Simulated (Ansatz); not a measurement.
# SiN2H6O (SMILES N[SiH](N)O) at B3LYP/def2-SVP

What is the electronic atomisation energy of SiN2H6O at B3LYP/def2-SVP? 

The calculation is run with Ansatz 0.2.0.

86 further runs of the same task are left out: 86 set aside as unsound or not needed. Runs told in other sessions of the task aren't counted.

## (1) Starting point

The species is SiN2H6O (10 atoms), meant as a singlet with charge 0. As SMILES, `N[SiH](N)O`. The shape is that of a PBE0-D4/def2-TZVP optimisation. This is one conformer, not always the lowest.

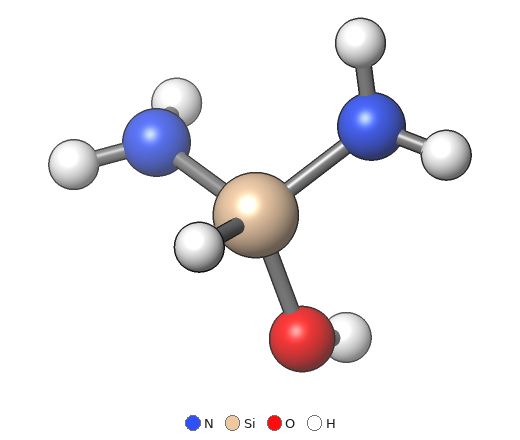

The structure, seen from a chosen angle (nitrogen blue, silicon light orange, oxygen red, hydrogen white).

## (2) The energy at B3LYP/def2-SVP

The input, in.yaml:

```yaml
basis:
  gaussian: {orbitals: def2-SVP}
crystal:
  periodic: [false, false, false]
  atoms:
    - symbol: N
      position_ang: [-0.775500, 1.215500, -0.137800]
    - symbol: Si
      position_ang: [0.492300, 0.085700, 0.087100]
    - symbol: N
      position_ang: [-0.248600, -1.249800, 0.847400]
    - symbol: O
      position_ang: [1.206700, -0.118300, -1.384200]
    - symbol: H
      position_ang: [-0.620700, 2.036300, -0.700200]
    - symbol: H
      position_ang: [-1.413200, 1.405300, 0.618200]
    - symbol: H
      position_ang: [1.642700, 0.459500, 0.944000]
    - symbol: H
      position_ang: [-1.123500, -1.625000, 0.519700]
    - symbol: H
      position_ang: [0.302300, -1.942900, 1.325300]
    - symbol: H
      position_ang: [0.620800, -0.317400, -2.116600]
hamiltonian: {xc: {name: B3LYP}}
accuracy: high
output: {orbitals: {seedname: orbitals}}
```

On the command line:

```
$ ansatz run in.yaml --threads 1 --pin off --max-ram 3480MiB --events-out events.jsonl --progress --plain --runs-dir runs
```

Log:

```text
Warning: RAYON_NUM_THREADS=1 ignored (pool sized by the plan → 1); use --threads N
Functional definition: B3LYP
  name "B3LYP"
  parameter a0 = 0.2
  parameter ax = 0.72
  parameter ac = 0.81
  exchange = (1 - a0 - ax)*slater_x + ax*b88_x + a0*exact_x
  correlation = (1 - ac)*vwn_rpa_c + ac*lyp_c
2071 factors; integrals over basis functions are off by at most 3.4e-9 eV
mean field evaluation 1: about -12985.2740 eV, gradient 8.6e1 eV
mean field evaluation 2: about -12970.9002 eV, gradient 1.2e2 eV
mean field evaluation 4: about -12999.1346 eV, gradient 2.9e0 eV
mean field evaluation 8: about -12999.3375 eV, gradient 1.4e-1 eV
mean field evaluation 16: about -12999.3375 eV, gradient 3.3e-5 eV
mean field -12999.33753540 eV, -477.7168431586 hartree, gradient 4.5e-8 eV, S^2 0.000000; 0 other end points of the search recorded, 0 dependent functions left out
reference -12999.33757405 eV, -477.7168445788 hartree; 21, 21 occupied and 69, 69 virtual orbitals, 2071 factors
Total energy: -12999.33757405 eV, -477.7168445788 hartree
```

Wall time 8.4 s (1 thread of Arm Neoverse V1, shared host); peak memory 0.3 GiB.

## (3) The H atom

The input, in.yaml:

```yaml
crystal:
  periodic: [false, false, false]
  atoms:
    - {symbol: H, position_ang: [0.000000, 0.000000, 0.000000]}
basis:
  gaussian: {orbitals: def2-SVP}
magnetization: {spin_polarized: true, initial_magnetization: 1}
hamiltonian: {xc: {name: B3LYP}}
accuracy: high
```

On the command line:

```
$ ansatz run in.yaml --threads 1 --pin off --max-ram 3480MiB --events-out events.jsonl --progress --plain --runs-dir runs
```

Log, shortened:

```text
Warning: RAYON_NUM_THREADS=1 ignored (pool sized by the plan → 1); use --threads N
[... 7 set-up lines as earlier in the session ...]
15 factors; integrals over basis functions are off by at most 8.9e-10 eV
mean field evaluation 1: about -13.6398 eV, gradient 1.5e-1 eV
mean field evaluation 2: about -13.6397 eV, gradient 1.5e-1 eV
mean field evaluation 4: about -13.6399 eV, gradient 3.7e-3 eV
mean field evaluation 8: about -13.6399 eV, gradient 1.1e-9 eV
mean field -13.63992910 eV, -0.5012581489 hartree, gradient 1.1e-9 eV, S^2 0.750000; 0 other end points of the search recorded, 0 dependent functions left out
reference -13.63994824 eV, -0.5012588523 hartree; 1, 0 occupied and 4, 5 virtual orbitals, 15 factors
Total energy: -13.63994824 eV, -0.5012588523 hartree
```

It took 0.17 s on 1 thread of Arm Neoverse V1, shared host.

## (4) The N atom

The input, input.yaml:

```yaml
crystal:
  periodic: [false, false, false]
  atoms:
    - {symbol: N, position_ang: [0.000000, 0.000000, 0.000000]}
basis:
  gaussian:
    orbitals: def2-SVP
magnetization:
  spin_polarized: true
  initial_magnetization: 3
hamiltonian:
  xc: {name: B3LYP}
accuracy: high
```

Run the same way, it converges to -54.53778 Eh (log not shown).

## (5) The O atom

The input, job.yaml:

```yaml
crystal:
  periodic: [false, false, false]
  atoms:
    - {symbol: O, position_ang: [0.000000, 0.000000, 0.000000]}
basis:
  gaussian: {orbitals: def2-SVP}
magnetization: {spin_polarized: true, initial_magnetization: 2}
hamiltonian: {xc: {name: B3LYP}}
accuracy: high
```

On the command line:

```
$ ansatz run job.yaml --threads 1 --pin off --max-ram 3480MiB --events-out events.jsonl --progress --plain --runs-dir runs
```

Log, shortened:

```text
Warning: RAYON_NUM_THREADS=1 ignored (pool sized by the plan → 1); use --threads N
[... 7 set-up lines as earlier in the session ...]
95 factors; integrals over basis functions are off by at most 1.3e-9 eV
mean field evaluation 1: about -2040.7572 eV, gradient 5.7e0 eV
mean field evaluation 2: about -2040.8320 eV, gradient 3.3e0 eV
mean field evaluation 4: about -2040.8746 eV, gradient 2.0e-2 eV
mean field evaluation 8: about -2040.8746 eV, gradient 1.1e-4 eV
mean field -2040.87459963 eV, -75.0007581818 hartree, gradient 3.9e-8 eV, S^2 2.002256; 0 other end points of the search recorded, 0 dependent functions left out
reference -2040.87461082 eV, -75.0007585933 hartree; 5, 3 occupied and 9, 11 virtual orbitals, 95 factors
Total energy: -2040.87461082 eV, -75.0007585933 hartree
```

It took 0.39 s on 1 thread of Arm Neoverse V1, shared host.

## (6) The Si atom at the same level

The input, in.yaml:

```yaml
basis:
  gaussian:
    orbitals: def2-SVP
crystal:
  periodic: [false, false, false]
  atoms:
    - {symbol: Si, position_ang: [0.000000, 0.000000, 0.000000]}
hamiltonian:
  xc: {name: B3LYP}
magnetization:
  spin_polarized: true
  initial_magnetization: 2
accuracy: high
```

Run the same way, it converges to -289.29368 Eh (log not shown).

## (7) What came out

At B3LYP/def2-SVP:

| quantity | value |
| --- | --- |
| molecule: total energy | -477.71684 Eh |
| molecule: HOMO energy | -6.79 eV |
| molecule: LUMO energy | 1.30 eV |
| molecule: HOMO–LUMO gap | 8.08 eV |
| H atom: total energy | -0.50126 Eh |
| H atom: ⟨S²⟩ | 0.750 |
| N atom: total energy | -54.53778 Eh |
| N atom: ⟨S²⟩ | 3.753 |
| O atom: total energy | -75.00076 Eh |
| O atom: ⟨S²⟩ | 2.002 |
| Si atom: total energy | -289.29368 Eh |
| Si atom: ⟨S²⟩ | 2.003 |
| electronic atomisation energy | 36.444 eV |

In words: Taking the molecule apart into free atoms costs 36.44 eV (840 kcal/mol), before zero-point energy and without spin-orbit coupling.
